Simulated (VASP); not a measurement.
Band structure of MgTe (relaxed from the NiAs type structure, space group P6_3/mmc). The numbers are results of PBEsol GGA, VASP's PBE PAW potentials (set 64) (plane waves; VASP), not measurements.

Unless said otherwise, spin-orbit coupling is left out, though it shifts the bands of the heavy elements here.

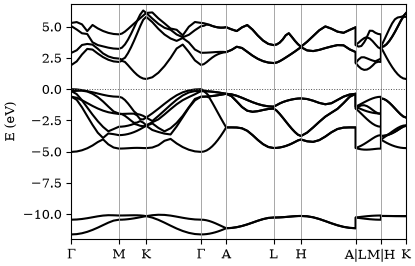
Figure: Bands along high-symmetry lines, zero at the valence-band maximum or, without a gap, the Fermi level

Problem. Read the plot: is there a gap, and where are the band edges?

Solution. The gap is indirect, 0.82 eV, from the valence maximum at Γ to the conduction minimum at K. (Edges off the drawn lines would not show.)

The structure was generated: MgTe was put into the NiAs type type (P6_3/mmc), which need not be its known phase. It was relaxed first.
